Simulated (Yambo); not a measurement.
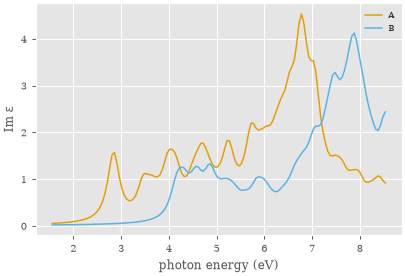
Figure. Two computed absorption spectra of CsO (space group Immm, No. 71) under isotropic strain of -0.7 % on all lattice vectors (Yambo, PBEsol bands with the same scissor, field along x)

Axes are Cartesian, with cell vectors (Å) (-2.12, 3.16, 3.69), (2.12, -3.16, 3.69), (2.12, 3.16, -3.69).

Which curve includes the electron-hole attraction (BSE)?

Curve A: the attraction moves weight to lower energy (centre of the plotted range 5.8 eV against 6.7 eV). Settings: 4×4×4 mesh, 5 valence and 12 conduction bands, static screening with 54 bands and a 4 Ry block, scissor 1.37 eV, Tamm-Dancoff. The scissor comes from a G0W0 run whose convergence isn't established. Broadening 0.15 eV. The band window holds all transitions up to 10.6 eV. On this mesh the peak heights and the fine structure are mesh artefacts; only the shift of weight is robust.

Geometry strained from the cell relaxed with PBEsol, atoms relaxed again; primitive cell a = b = c = 5.2987 Å, α = 132.85°, β = 106.91°, γ = 91.67°.

The structure is a Materials Project entry; no match was found in the copy of COD used, and its stability was not checked.
